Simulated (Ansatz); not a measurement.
**Cl$_{3}$H$_{3}$NSi···Cl: density, localisation and related maps**

The calculation's input:

```
crystal:
  periodic: [false, false, false]
  atoms:
    - {symbol: Si, position_ang: [-0.709816, -0.455453, -0.156449]}
    - {symbol: Cl, position_ang: [1.386917, 0.203846, -2.000344]}
    - {symbol: Cl, position_ang: [-0.174466, -2.347502, -0.563973]}
    - {symbol: Cl, position_ang: [-1.899963, -0.640378, 1.524774]}
    - {symbol: Cl, position_ang: [-1.861110, 0.579901, -1.435371]}
    - {symbol: H, position_ang: [1.268987, 0.642042, -0.296764]}
    - {symbol: N, position_ang: [0.624189, 0.539814, 0.606427]}
    - {symbol: H, position_ang: [0.282940, 1.433096, 0.953827]}
    - {symbol: H, position_ang: [1.082422, 0.044534, 1.367973]}
basis:
  gaussian: {orbitals: def2-TZVPP}
hamiltonian: {xc: pbe0, dispersion: d4}
output: {orbitals: {seedname: orbitals}}
```

Run with:

```sh
ansatz run in.yaml --threads 8 --pin off --events-out ev --progress --plain --max-ram 19148MiB
```

A transition-state structure; geometry: PBE0-D4/def2-TZVP.

Level of theory: RKS PBE0-D4/def2-TZVPP (Ansatz).

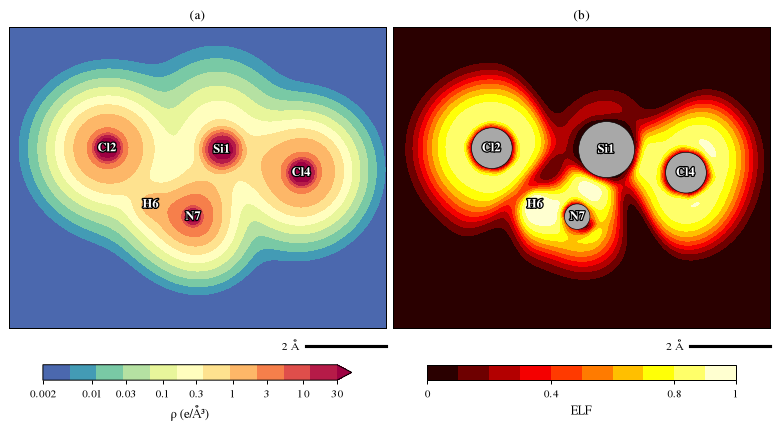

Figure 1. (a) electron density; (b) electron localisation function on the plane of atoms Si1, N7 and H6. Grey discs cover the atomic cores in the ELF map.

Q: Describe what can be read from this map.

A: The section cuts through Si, Cl, H and N sites.
Cl2···H6 (1.76 Å): the density falls to about 0.51 e/Å³ on the way; the ELF climbs to about 0.90 towards the hydrogen, as it does in any bond to H (by its geometry a hydrogen bond between the two molecules, with no shared pair).
Si–N (1.83 Å): the density is about 0.96 e/Å³ at the midpoint; the ELF peaks at about 0.95 between the atoms: a polar covalent bond.
Si–Cl (2.07 Å): ρ is about 0.91 e/Å³ halfway; the ELF peaks at about 0.90 between the atoms (a shared but strongly polarised pair).
The ELF also peaks beside Cl4, away from the bonds: lone-pair regions.

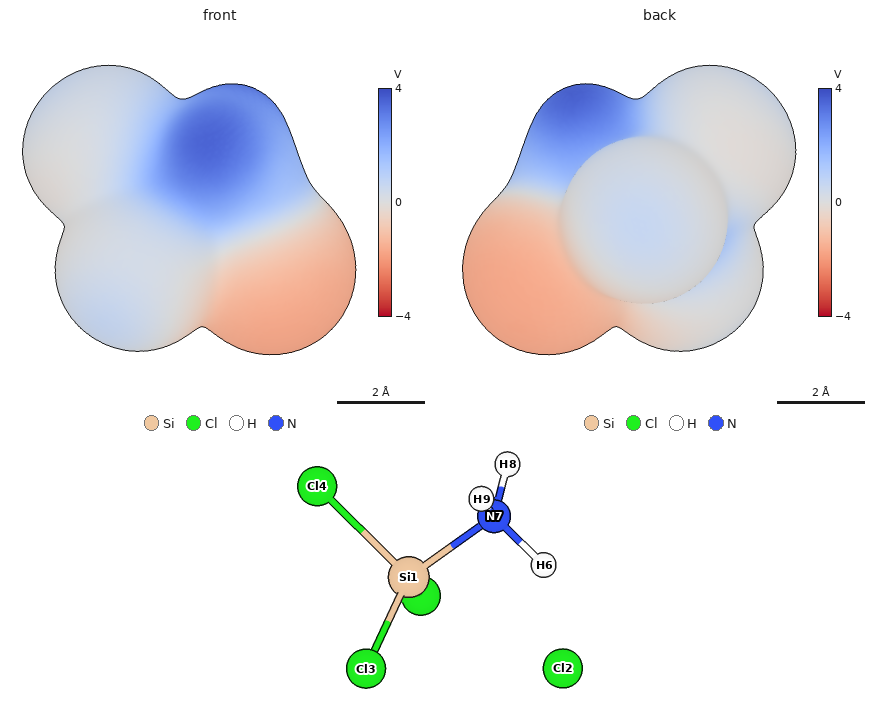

Figure 2. The electrostatic potential painted on the density surface at 0.002 e/bohr³, seen from the front and from behind; red is negative and blue positive. The bare structure is drawn below in the same view.

Q: Describe the electrostatic potential map.

A: The most negative region (about −1.7 V) lies over Cl2, the most positive (about +3.5 V) over H8 and H9. Cl3 shows a σ-hole: about +0.6 V at the tip opposite its bond, against about −0.3 V on its flanks. Cl5 shows a σ-hole: about +0.6 V at the tip opposite its bond, against about −0.2 V on its flanks.

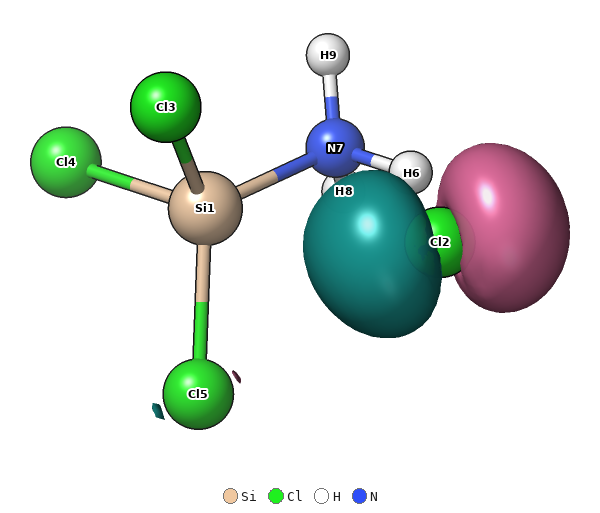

Figure 3. The HOMO−1 at ±0.2 Å⁻³ᐟ² (teal and pink are the two phases), seen at an oblique angle.

Q: What is the character of this orbital?

A: Its weight (Hirshfeld) is mainly on Cl2 (about 85 %); largely a lone pair of Cl2. Its energy is −7.46 eV.
